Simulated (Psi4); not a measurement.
# wB97X-D/def2-SVP (sweep point 5) run of SiH2S2 (SMILES S[Si]S)

Aim: the vertical electron affinity of SiH2S2 at wB97X-D/def2-SVP (sweep point 5), from 2 runs. 

Program for the calculation: Psi4 1.11.

4 further runs of the same task are left out: 4 set aside as unsound or not needed.

## 1. The system as given

The species is SiH2S2 (5 atoms), meant as a singlet with charge 0. SMILES: `S[Si]S`. The shape is that of a PBE0-D4/def2-TZVP optimisation. This is one conformer, not always the lowest.

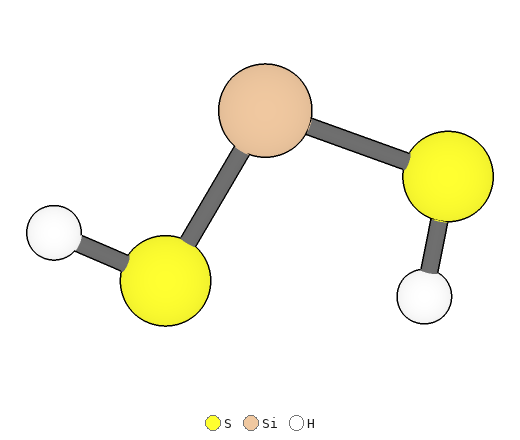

The structure, seen from a chosen angle (sulfur yellow, silicon light orange, hydrogen white).

## 2. A single-point energy at wB97X-D/def2-SVP (sweep point 5)

h2s2si.dat

```
memory 1.6 GB

molecule molecule1 {
  0 1
  S     -1.21074753    -1.93470161    -1.02271978
  Si    -1.23814856     1.83095564     0.44937687
  S      2.69569432     2.11139100     1.38743692
  H     -3.69384766    -1.96947257    -1.55921303
  H      3.54153573    -0.17744528     0.66688435
  units bohr
  symmetry c1
}

set {
  reference rks
  puream true
  scf_type pk
  dft_radial_points 75
  dft_spherical_points 302
}

energy('wb97x-d/def2-SVP')
```

On the command line:

```bash
$ psi4 -i h2s2si.dat -o h2s2si.out -n 1
```

h2s2si.out, cut to the lines that bear on the results:

```text
[...]
  Running in c1 symmetry.
[...]
  Nuclear repulsion =  175.698373813974484
[...]
  Multiplicity = 1
[...]
  Nalpha       = 24
  Nbeta        = 24
[...]
    Number of basis functions: 64
[...]
   @RKS iter   1: -1086.70769836614795   -3.69444e-01   4.29970e-03 ADIIS/DIIS
[...]
   @RKS iter   8: -1086.75451873992438   -2.85611e-08   6.33033e-07 DIIS
[...]
    Orbital Energies [Eh]
    ---------------------
    Doubly Occupied:
       1A    -89.022294     2A    -89.016775     3A    -66.299756
       4A     -8.075495     5A     -8.069949     6A     -6.028712
       7A     -6.025109     8A     -6.023413     9A     -6.022068
      10A     -6.019244    11A     -6.016566    12A     -5.432989
      13A     -3.782291    14A     -3.779604    15A     -3.776216
      16A     -0.860304    17A     -0.824826    18A     -0.582188
      19A     -0.524490    20A     -0.466451    21A     -0.402000
      22A     -0.393050    23A     -0.347391    24A     -0.326387
[...]
  @RKS Final Energy: -1086.75451873992438
   => Energetics <=
    Nuclear Repulsion Energy =            175.6983738139744844
    One-Electron Energy =               -1852.1224668303873386
    Two-Electron Energy =                 642.8122498706703709
    DFT Exchange-Correlation Energy =     -53.1419497525881255
    Empirical Dispersion Energy =          -0.0007258415937361
    VV10 Nonlocal Energy =                  0.0000000000000000
    Total Energy =                      -1086.7545187399243787
[...]
 Multipole Moments:
 ------------------------------------------------------------------------------------
     Multipole            Electronic (a.u.)      Nuclear  (a.u.)        Total (a.u.)
 ------------------------------------------------------------------------------------
 L = 1.  Multiply by 2.5417464519 to convert [e a0] to [Debye]
 Dipole X            :         -0.1095477           -0.2084042           -0.3179519
 Dipole Y            :          1.2862586           -1.6423088           -0.3560502
 Dipole Z            :          0.4819109           -0.6886525           -0.2067416
 Magnitude           :                                                    0.5201993
[...]
```

Wall time 5.1 s (1 thread of Intel Xeon Platinum 8259CL at 2.50GHz (Skylake/Cascade Lake), shared host); peak memory 0.41 GiB.

## 3. The doublet anion

job.dat

```
memory 1600 mb

molecule mol {
  -1 2
  S     -1.21074753    -1.93470161    -1.02271978
  Si    -1.23814856     1.83095564     0.44937687
  S      2.69569432     2.11139100     1.38743692
  H     -3.69384766    -1.96947257    -1.55921303
  H      3.54153573    -0.17744528     0.66688435
  units bohr
  symmetry c1
}

set basis def2-SVP
set reference uks
set puream true
set scf_type pk
set dft_radial_points 75
set dft_spherical_points 302
set maxiter 150

energy_value, wavefunction = energy("wb97x-d", return_wfn=True)
```

On the command line:

```bash
$ psi4 job.dat job.out -n 1
```

job.out, cut to the lines that bear on the results:

```text
[...]
  Running in c1 symmetry.
[...]
  Nuclear repulsion =  175.698373813974484
[...]
  Multiplicity = 2
[...]
  Nalpha       = 25
  Nbeta        = 24
[...]
    Number of basis functions: 64
[...]
   @UKS iter   1: -1086.66674606784318   -3.28492e-01   5.61653e-03 DIIS/ADIIS
[...]
   @UKS iter   9: -1086.75869436606467   -1.91899e-08   4.03046e-07 DIIS
[...]
   @S^2 Observed:                7.549950218E-01
[...]
    Orbital Energies [Eh]
    ---------------------
    Alpha Occupied:
       1A    -88.803940     2A    -88.798208     3A    -66.029073
       4A     -7.857201     5A     -7.851508     6A     -5.811454
       7A     -5.806895     8A     -5.805936     9A     -5.803376
      10A     -5.800993    11A     -5.797717    12A     -5.164760
      13A     -3.513374    14A     -3.512504    15A     -3.510184
      16A     -0.645757    17A     -0.613903    18A     -0.366623
      19A     -0.318434    20A     -0.260056    21A     -0.192481
      22A     -0.188474    23A     -0.146846    24A     -0.106022
      25A      0.009644
    Alpha Virtual:
[...]
  @UKS Final Energy: -1086.75869436606467
   => Energetics <=
    Nuclear Repulsion Energy =            175.6983738139744844
    One-Electron Energy =               -1862.9748325145305898
    Two-Electron Energy =                 653.8152535676766774
    DFT Exchange-Correlation Energy =     -53.2967633915913552
    Empirical Dispersion Energy =          -0.0007258415937361
    VV10 Nonlocal Energy =                  0.0000000000000000
    Total Energy =                      -1086.7586943660646739
[...]
 Multipole Moments:
 ------------------------------------------------------------------------------------
     Multipole            Electronic (a.u.)      Nuclear  (a.u.)        Total (a.u.)
 ------------------------------------------------------------------------------------
 L = 1.  Multiply by 2.5417464519 to convert [e a0] to [Debye]
 Dipole X            :          0.6271358           -0.2084042            0.4187316
 Dipole Y            :          0.7320754           -1.6423088           -0.9102334
 Dipole Z            :          0.4194896           -0.6886525           -0.2691629
 Magnitude           :                                                    1.0374535
[...]
```

It took 6.6 s on 1 thread of Intel Xeon Platinum 8259CL at 2.50GHz (Skylake/Cascade Lake), shared host; peak memory 0.41 GiB.

## 4. What came out

Level: wB97X-D/def2-SVP (sweep point 5).

```
                                         quantity           value
                     singlet SiH2S2: total energy  -1086.75452 Eh
                    singlet SiH2S2: dipole moment          1.32 D
                      singlet SiH2S2: HOMO energy        -8.88 eV
                      singlet SiH2S2: LUMO energy        -0.42 eV
                    singlet SiH2S2: HOMO–LUMO gap         8.46 eV
                singlet SiH2S2: dispersion energy    -1.91 kJ/mol
                      doublet anion: total energy  -1086.75869 Eh
doublet anion: HOMO energy (highest over α and β)         0.26 eV
 doublet anion: LUMO energy (lowest over α and β)         6.39 eV
                 doublet anion: dispersion energy    -1.91 kJ/mol
                              doublet anion: ⟨S²⟩           0.755
vertical electron affinity (to the doublet anion)        0.114 eV
```

What this shows: At fixed nuclei the extra electron is bound by 0.11 eV (11.0 kJ/mol). The basis has no diffuse functions, so the error can be as large as this value. The HOMO (doublet anion) lies at positive energy, 0.26 eV; only total energies tell whether the electron is bound.
